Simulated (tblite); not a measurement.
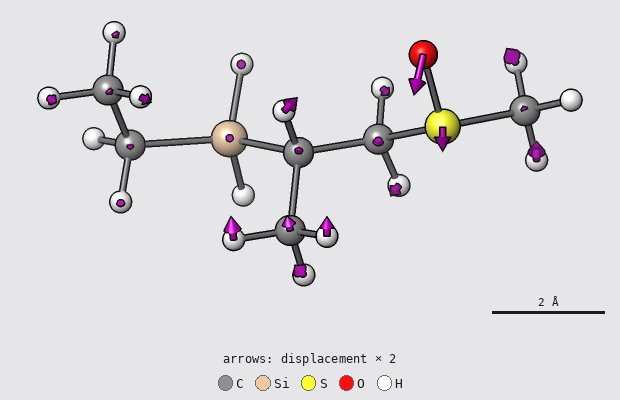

This is a relaxation of C₆H₁₆OSSi. The starting structure is drawn; purple arrows show the displacements, 2 times their true length. The two geometries are superimposed by the best rigid fit.

The picture is a ball-and-stick view, seen at a tilt.

Level of theory: tblite 0.8.0, GFN2-xTB geometry optimisation, gas phase. 

> Describe the change and its energy.

The energy falls by 13.9 kJ/mol in 91 geometry steps. The O atom moves most after the best rigid fit: 0.40 Å. Largest moves by element: O 0.40 Å, H 0.24 Å, S 0.23 Å, C 0.15 Å, Si 0.05 Å. Among the contacts that change: C–S 1.809 → 1.850 Å, C–S 1.833 → 1.865 Å, O–S 1.494 → 1.464 Å, C–C 1.555 → 1.526 Å. Bond angles that change, for instance: C–C–H 109.5° → 106.3°, Si–C–H 106.0° → 109.1°, C–C–S 111.8° → 109.2°. The run took 0.95 s on 1 thread of Arm Neoverse V1, on a shared host.
